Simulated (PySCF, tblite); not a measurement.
**C₈H₈O: dynamics, then NMR shifts on frames**

How do NMR shifts of C₈H₈O (`C#CC#C[C@H](C)C(C)=O`) change as the atoms move?

The runs use tblite 0.8.0 and PySCF 2.14.0, with density-fitted response routines of our own; the level of theory stands in each step. All values are computed, except where a source is named. Atoms count from 0, in the outputs and in this text.

### Step 1. The starting structure

17 atoms, charge 0, multiplicity 1; geometry from: GFN2-xTB.

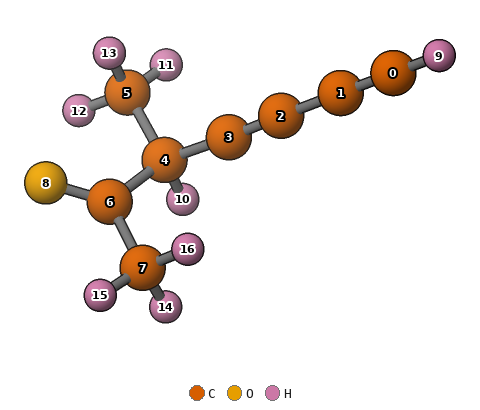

As it starts; carbon orange, oxygen amber, hydrogen pink, atoms numbered.

### Step 2. A short Langevin run with GFN2-xTB

The job: settings as JSON, then the geometry in Å.

```
{"job": {"kind": "md", "xc": "GFN2-xTB", "basis": "xTB", "temperature": 400, "steps": 2000, "every": 50, "frames": 5}, "charge": 0, "multiplicity": 1}
C      4.296967    -0.596881     0.463908
C      3.135731    -0.342772     0.271051
C      1.823606    -0.060157     0.059795
C      0.656323     0.169799    -0.144376
C     -0.738697     0.494692    -0.347006
C     -0.964633     2.005474    -0.247881
C     -1.598058    -0.265527     0.673632
C     -1.405806    -1.758893     0.658481
O     -2.362634     0.297131     1.409363
H      5.308076    -0.816681     0.630759
H     -1.038194     0.141437    -1.343608
H     -0.382351     2.527394    -1.003657
H     -2.019220     2.228680    -0.389383
H     -0.667691     2.362857     0.735304
H     -1.613210    -2.153436    -0.334049
H     -2.066052    -2.227796     1.383107
H     -0.371155    -1.993291     0.901208
```

Method: GFN2-xTB Langevin dynamics, gas phase.

Launch:

```
$ OMP_NUM_THREADS=1 python probes_run.py task.json out
```

The driver reads the jobs from task.json and runs them one after another.

The log of the run:

```text
t/fs     T/K      E/eV
    0.0   345.3   -683.84623
   25.0   195.6   -683.39218
   50.0   313.4   -683.35904
   75.0   318.6   -683.28683
  100.0   287.9   -683.32534
  125.0   321.3   -683.17567
  150.0   281.2   -683.12557
  175.0   351.4   -683.19907
  200.0   360.6   -683.11187
  225.0   324.9   -683.01628
  250.0   338.8   -683.02014
  275.0   589.1   -683.39673
  300.0   443.9   -683.11645
  325.0   462.2   -683.16369
  350.0   411.6   -682.96298
  375.0   416.7   -683.00734
  400.0   325.0   -682.98131
  425.0   442.0   -683.03843
  450.0   490.7   -683.16788
  475.0   308.5   -682.84919
  500.0   448.2   -682.96044
  525.0   490.3   -683.23243
  550.0   431.4   -682.63754
  575.0   593.8   -683.03473
  600.0   390.5   -682.60784
  625.0   601.6   -682.91278
  650.0   523.7   -682.79969
  675.0   406.4   -682.57979
  700.0   383.9   -682.82961
  725.0   394.8   -682.94158
  750.0   330.9   -682.96075
  775.0   382.8   -683.02419
  800.0   491.0   -683.28877
  825.0   392.9   -683.08695
  850.0   386.9   -683.07796
  875.0   437.8   -683.00374
  900.0   506.8   -682.90886
  925.0   451.4   -682.90393
  950.0   355.7   -682.83032
  975.0   544.2   -683.06248
 1000.0   480.5   -682.81006
```

Run time: 13 s. Hardware: 1 thread of Arm Neoverse V1, shared host; peak memory 0.18 GiB.

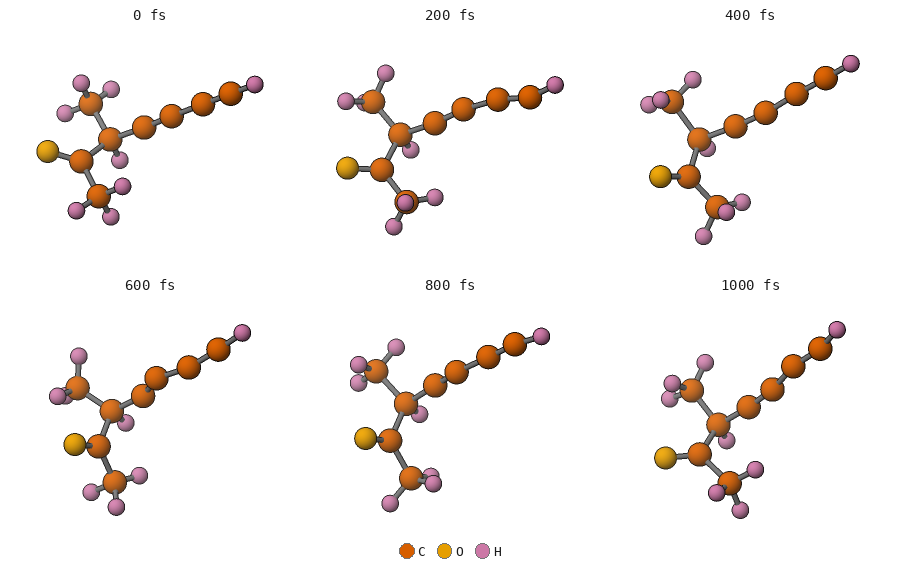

Frames of the run.

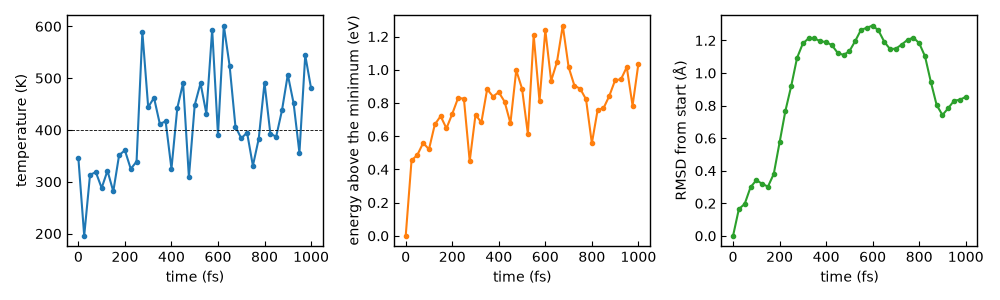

Temperature, potential energy and distance from the start.

Positions (Å) and forces (eV/Å) at 1000 fs:

```xyz
17

C     3.339    1.158    1.784    0.359    0.170    0.946
C     2.131    1.145    1.616    1.432   -0.207   -0.426
C     0.912    1.046    1.040   -2.743    0.283   -0.499
C    -0.266    1.081    0.668    3.930   -0.425    0.420
C    -1.644    1.203    0.357   -0.102   -1.124    1.341
C    -1.954    2.567    0.904   -3.196    1.844   -0.046
C    -2.288    0.059    1.261    1.271   -1.574   -2.461
C    -1.639   -1.395    1.114   -0.286    1.023   -1.819
O    -3.261    0.223    1.905   -0.852    0.360    0.987
H     4.329    1.241    2.259   -1.460   -0.128   -0.780
H    -1.949    1.070   -0.682    0.214   -0.113    0.063
H    -2.129    2.587    1.987    0.251   -0.398   -0.161
H    -1.242    3.369    0.709    0.087   -0.419   -0.363
H    -2.983    2.915    0.483    1.538   -0.370    0.484
H    -1.943   -2.013    0.187    0.135    1.407    1.319
H    -1.867   -1.938    1.966   -1.264   -1.039    1.560
H    -0.568   -1.429    1.160    0.686    0.711   -0.565
```

### Step 3. NMR shieldings: 250 fs, PBE0/pcSseg-1

The job: settings as JSON, then the geometry in Å.

```
{"job": {"kind": "nmr", "xc": "PBE0", "basis": "pcSseg-1", "pop": false}, "charge": 0, "multiplicity": 1}
C      3.998700    -0.573500     0.380600
C      2.962500    -0.006700     0.165800
C      1.701800     0.487700     0.113200
C      0.448600     0.434900     0.050700
C     -0.966500     0.598200    -0.039200
C     -1.436400     1.938800     0.543800
C     -1.721900    -0.534300     0.583700
C     -1.347900    -1.889300    -0.106900
O     -2.727200    -0.380700     1.285400
H      4.987800    -0.878300     0.406800
H     -1.311600     0.531200    -1.183500
H     -0.688500     2.368800     1.248400
H     -1.468200     2.670600    -0.220600
H     -2.455700     1.954700     1.027700
H     -0.268800    -2.113500    -0.101300
H     -1.693800    -1.686400    -1.121200
H     -1.898800    -2.659200     0.417000
```

With the program's defaults for keys left out, this is: GIAO PBE0/pcSseg-1 NMR shielding, non-relativistic, gas phase.

The log of the run:

```text
coarse grid: 14736 points
cycle   1  E = -383.9978273789  dE =  1.299e+00  |g| = 8.546e-01  |ddm| = 4.000e+00
cycle   2  E = -383.4266890664  dE =  5.711e-01  |g| = 1.887e+00  |ddm| = 2.684e+00
cycle   3  E = -384.1399772160  dE = -7.133e-01  |g| = 2.365e-01  |ddm| = 2.106e+00
cycle   4  E = -384.1496023959  dE = -9.625e-03  |g| = 1.357e-01  |ddm| = 3.086e-01
cycle   5  E = -384.1534116294  dE = -3.809e-03  |g| = 6.766e-02  |ddm| = 1.444e-01
cycle   6  E = -384.1545629065  dE = -1.151e-03  |g| = 8.999e-03  |ddm| = 5.574e-02
cycle   7  E = -384.1545788589  dE = -1.595e-05  |g| = 3.633e-03  |ddm| = 9.547e-03
cycle   8  E = -384.1545808859  dE = -2.027e-06  |g| = 2.038e-03  |ddm| = 3.748e-03
final grid: 143848 points
cycle   9  E = -384.2217759265  dE = -2.177e-05  |g| = 1.278e-02  |ddm| = 6.744e-02
cycle  10  E = -384.2216763454  dE =  9.958e-05  |g| = 2.591e-02  |ddm| = 2.929e-02
cycle  11  E = -384.2218074517  dE = -1.311e-04  |g| = 3.006e-03  |ddm| = 2.068e-02
cycle  12  E = -384.2218093328  dE = -1.881e-06  |g| = 9.980e-04  |ddm| = 2.791e-03
cycle  13  E = -384.2218095778  dE = -2.451e-07  |g| = 2.467e-04  |ddm| = 9.242e-04
cycle  14  E = -384.2218095930  dE = -1.513e-08  |g| = 7.815e-05  |ddm| = 2.696e-04
cycle  15  E = -384.2218095942  dE = -1.190e-09  |g| = 4.051e-05  |ddm| = 8.286e-05
cycle  16  E = -384.2218095946  dE = -3.993e-10  |g| = 8.979e-06  |ddm| = 3.532e-05
converged SCF energy = -384.2218095946

GIAO shielding tensors (ppm)
atom      isotropic    diamagn.    paramagn.     s11        s22        s33       span
  0 C      108.772     260.994    -152.222     35.071     42.135    249.111    214.040
  1 C      110.881     257.320    -146.439     16.472     23.305    292.865    276.394
  2 C      101.674     259.849    -158.174     24.333     38.167    242.523    218.189
  3 C       93.844     267.377    -173.533    -23.638      4.615    300.555    324.192
  4 C      138.365     247.011    -108.646    120.378    137.876    156.840     36.462
  5 C      168.793     244.217     -75.424    145.404    168.330    192.644     47.240
  6 C      -31.932     251.062    -282.994   -124.038    -66.597     94.839    218.877
  7 C      145.959     251.764    -105.805    119.255    133.537    185.085     65.830
  8 O     -366.259     396.026    -762.285   -976.558   -457.378    335.159   1311.717
  9 H       30.423      33.229      -2.806     25.385     25.415     40.470     15.086
 10 H       26.227      28.886      -2.659     22.100     26.087     30.494      8.394
 11 H       30.126      28.231       1.894     25.244     29.480     35.653     10.409
 12 H       31.053      29.203       1.850     26.659     28.965     37.536     10.878
 13 H       28.123      28.102       0.021     22.925     26.776     34.668     11.743
 14 H       27.741      30.314      -2.573     23.698     28.973     30.552      6.854
 15 H       29.515      29.559      -0.043     26.577     28.916     33.053      6.475
 16 H       29.299      28.383       0.916     25.893     27.744     34.260      8.367
```

Run time: 29 s. Hardware: 1 thread of Arm Neoverse V1, shared host; peak memory 0.78 GiB.

The references, computed at this level on geometries of the same kind, shield at (ppm): ¹H TMS 31.72, ¹³C TMS 186.9, ¹⁷O H2O 336.1. Their shielding less the atom's gives the shift. The references are single molecules in the gas phase, so shifts against H2O, NH3, PH3, H3PO4 or CFCl3 are not on the usual liquid scales and can be off by tens of ppm. Each atom is listed at this fixed geometry, with no averaging over motion; a spectrum would average atoms that exchange fast.

```
atoms                                  environment  σ (ppm)  δ (ppm)
   C6                       ketone carbonyl carbon    -31.9    218.9
   C3                                alkyne carbon     93.8     93.1
   C2                                alkyne carbon    101.7     85.3
   C0                       terminal alkyne carbon    108.8     78.2
   C1                                alkyne carbon    110.9     76.0
   C4                       sp3 CH α to a carbonyl    138.4     48.6
   C7                methyl carbon α to a carbonyl    146.0     41.0
   C5                                methyl carbon    168.8     18.1
  H10        hydrogen on an sp3 CH α to a carbonyl    26.23     5.49
  H14  hydrogen on a methyl carbon α to a carbonyl    27.74     3.98
  H13                  hydrogen on a methyl carbon    28.12     3.59
  H16  hydrogen on a methyl carbon α to a carbonyl    29.30     2.42
  H15  hydrogen on a methyl carbon α to a carbonyl    29.52     2.20
  H11                  hydrogen on a methyl carbon    30.13     1.59
   H9         hydrogen on a terminal alkyne carbon    30.42     1.29
  H12                  hydrogen on a methyl carbon    31.05     0.66
   O8                                ketone oxygen   -366.3    702.3
```

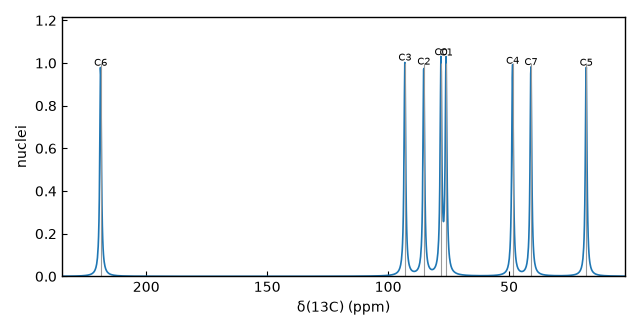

¹³C lines at the computed shifts, without couplings. Lines are broadened to a width of 0.80 ppm (Lorentzian).

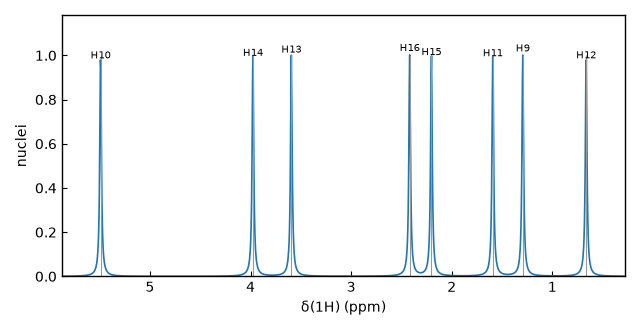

¹H lines at the computed shifts, without couplings. Lines are broadened to a width of 0.02 ppm (Lorentzian).

### Step 4. Shielding tensors: 425 fs, PBE0/pcSseg-1

The job: settings as JSON, then the geometry in Å.

```
{"job": {"kind": "nmr", "xc": "PBE0", "basis": "pcSseg-1", "pop": false}, "charge": 0, "multiplicity": 1}
C      4.052200     0.404000     0.588400
C      2.853900     0.286700     0.429700
C      1.573200     0.569300     0.225300
C      0.358600     0.403500     0.166600
C     -1.024700     0.738600     0.152500
C     -1.435000     1.984800     1.073300
C     -1.698600    -0.527600     0.690500
C     -1.501600    -1.585500    -0.309800
O     -2.235300    -0.613800     1.763900
H      5.043600     0.425700     0.753000
H     -1.282100     0.783700    -0.888900
H     -1.283200     1.720200     2.108000
H     -0.903700     2.895700     0.747800
H     -2.478300     2.053900     0.801000
H     -0.992900    -2.378500     0.219200
H     -0.970500    -1.440700    -1.266800
H     -2.532200    -2.059700    -0.487600
```

Level: GIAO PBE0/pcSseg-1 NMR shielding, non-relativistic, gas phase.

The log of the run:

```text
coarse grid: 14736 points
cycle   1  E = -384.0095476045  dE =  1.483e+00  |g| = 8.192e-01  |ddm| = 4.010e+00
cycle   2  E = -383.5944731268  dE =  4.151e-01  |g| = 1.679e+00  |ddm| = 2.316e+00
cycle   3  E = -384.1363492493  dE = -5.419e-01  |g| = 2.305e-01  |ddm| = 1.769e+00
cycle   4  E = -384.1454803967  dE = -9.131e-03  |g| = 1.289e-01  |ddm| = 2.885e-01
cycle   5  E = -384.1491844425  dE = -3.704e-03  |g| = 5.880e-02  |ddm| = 1.433e-01
cycle   6  E = -384.1500733373  dE = -8.889e-04  |g| = 7.806e-03  |ddm| = 4.762e-02
cycle   7  E = -384.1500838310  dE = -1.049e-05  |g| = 4.288e-03  |ddm| = 9.180e-03
cycle   8  E = -384.1500878536  dE = -4.023e-06  |g| = 1.714e-03  |ddm| = 4.015e-03
final grid: 143848 points
cycle   9  E = -384.2174360662  dE = -2.187e-05  |g| = 1.321e-02  |ddm| = 5.804e-02
cycle  10  E = -384.2173420290  dE =  9.404e-05  |g| = 2.566e-02  |ddm| = 2.890e-02
cycle  11  E = -384.2174695648  dE = -1.275e-04  |g| = 3.209e-03  |ddm| = 2.017e-02
cycle  12  E = -384.2174717931  dE = -2.228e-06  |g| = 1.118e-03  |ddm| = 3.048e-03
cycle  13  E = -384.2174721237  dE = -3.306e-07  |g| = 2.093e-04  |ddm| = 1.057e-03
cycle  14  E = -384.2174721347  dE = -1.100e-08  |g| = 7.466e-05  |ddm| = 2.651e-04
cycle  15  E = -384.2174721358  dE = -1.132e-09  |g| = 4.140e-05  |ddm| = 9.269e-05
cycle  16  E = -384.2174721363  dE = -4.080e-10  |g| = 9.186e-06  |ddm| = 3.430e-05
converged SCF energy = -384.2174721363

GIAO shielding tensors (ppm)
atom      isotropic    diamagn.    paramagn.     s11        s22        s33       span
  0 C      105.819     259.372    -153.553     27.944     36.142    253.373    225.429
  1 C      110.586     255.918    -145.332     13.549     23.494    294.715    281.167
  2 C      101.126     260.889    -159.763     20.628     36.146    246.602    225.974
  3 C       99.122     270.873    -171.751     -6.731      0.416    303.679    310.410
  4 C      133.630     249.303    -115.673     99.453    132.667    168.768     69.315
  5 C      162.607     245.336     -82.729    146.803    158.815    182.202     35.399
  6 C      -18.043     254.084    -272.128    -97.881    -59.635    103.385    201.267
  7 C      155.192     248.138     -92.946    136.360    143.131    186.086     49.726
  8 O     -268.996     397.102    -666.098   -809.551   -377.943    380.506   1190.057
  9 H       31.551      34.972      -3.421     25.970     26.386     42.298     16.328
 10 H       28.437      31.981      -3.545     23.984     29.113     32.213      8.229
 11 H       29.451      29.586      -0.135     26.095     28.368     33.890      7.795
 12 H       29.962      28.063       1.899     26.044     28.421     35.421      9.376
 13 H       30.521      28.558       1.963     26.182     28.166     37.217     11.036
 14 H       29.363      28.939       0.424     26.608     27.674     33.807      7.199
 15 H       28.207      29.571      -1.364     24.802     29.338     30.480      5.677
 16 H       28.312      24.953       3.359     24.521     26.410     34.006      9.485
```

Run time: 29 s. Hardware: 1 thread of Arm Neoverse V1, shared host; peak memory 0.88 GiB.

In short: δ C6 205.0, C3 87.8, C2 85.8, C0 81.1, H15 3.51, H16 3.40 ppm.

[end of part 1 of 2]
